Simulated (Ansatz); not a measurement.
Consider C$_{2}$H$_{8}$OSi$_{2}$ (SMILES CC(=O)[SiH2][SiH3]).

The calculation's input:

```
crystal:
  periodic: [false, false, false]
  atoms:
    - {symbol: C, position_ang: [-2.085865, 0.282136, 0.462179]}
    - {symbol: C, position_ang: [-0.961819, 0.789996, -0.395290]}
    - {symbol: O, position_ang: [-1.140365, 1.197325, -1.518563]}
    - {symbol: Si, position_ang: [0.852329, 0.744208, 0.288756]}
    - {symbol: Si, position_ang: [1.844020, -1.226859, -0.490157]}
    - {symbol: H, position_ang: [-2.173817, 0.908048, 1.355793]}
    - {symbol: H, position_ang: [-1.859274, -0.730137, 0.812442]}
    - {symbol: H, position_ang: [-3.024629, 0.287833, -0.092803]}
    - {symbol: H, position_ang: [0.856838, 0.749295, 1.779503]}
    - {symbol: H, position_ang: [1.561117, 1.945359, -0.219337]}
    - {symbol: H, position_ang: [1.843035, -1.243555, -1.975754]}
    - {symbol: H, position_ang: [1.066092, -2.394827, 0.006351]}
    - {symbol: H, position_ang: [3.242739, -1.343521, 0.001781]}
basis:
  gaussian: {orbitals: def2-TZVPP}
hamiltonian: {xc: pbe0, dispersion: d4}
output: {orbitals: {seedname: orbitals}}
```

Command:

```sh
ansatz run in.yaml --threads 4 --pin off --events-out ev --progress --plain --max-ram 10444MiB
```

Geometry: PBE0-D4/def2-TZVP.

These are results of RKS PBE0-D4/def2-TZVPP in Ansatz, not measurements.

Predict the electron density and electron localisation function between the atoms.

Answer. C–O (1.21 Å): ρ is about 3.4 e/Å³ halfway; the ELF peaks at about 0.85 between the atoms: a short, multiple covalent bond.
C–C (1.50 Å): ρ is about 1.8 e/Å³ halfway; the ELF peaks at about 0.95 between the atoms (a shared electron pair).
C–Si (1.94 Å): the density is about 0.9 e/Å³ at the midpoint; the ELF peaks at about 1 between the atoms, as expected for a covalent bond.
C–H (1.09 Å): the density is about 2 e/Å³ at the midpoint; the ELF climbs to about 1 towards the hydrogen, as it does in any bond to H: a covalent bond by its length.

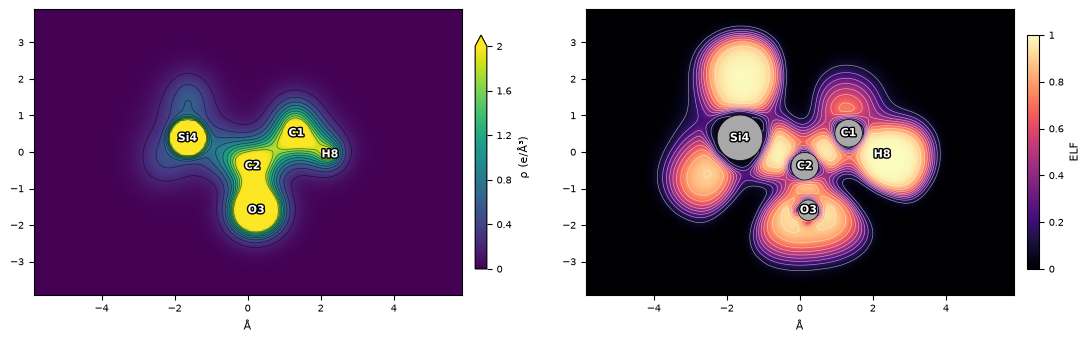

Computed electron density and electron localisation function on the plane of atoms C1, C2 and Si4, in this order. Grey discs cover the atomic cores in the ELF map. 
